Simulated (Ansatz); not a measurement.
## A computed series for hypothetical anti-CdI2 type Tl2S: thickness series

The reference is Tl₂S in the anti-CdI2 type structure (space group P-3m1, No. 164; a = 4.172 Å, c = 5.967 Å; a hypothetical phase, not in the database extracts checked).

Free-standing slabs (3 atom(s) a layer) normal to the stacking axis with 15 Å of vacuum; in-plane cell relaxed.

Method: r2SCAN+rVV10, PAW, 500 eV (Ansatz, a first-principles code; scalar-relativistic without spin-orbit coupling).

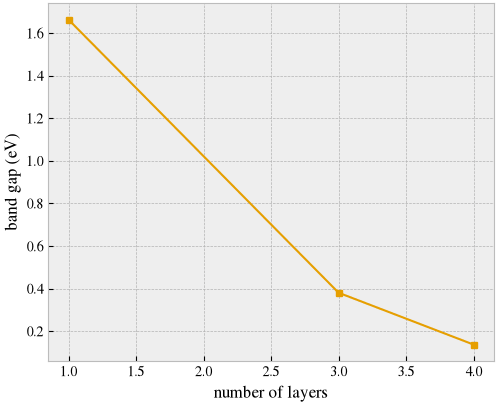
Figure. Band gap against number of layers

| number of layers | band gap |
|---|---|
| 1 | 1.66 eV |
| 3 | 0.38 eV |
| 4 | 0.14 eV |

Spin-orbit coupling, missing from the scalar runs, can matter with Tl. No phonon test of stability was made. All final runs are without spin polarisation. A zero or small gap of Tl2S can be the functional's error rather than a property of the material.
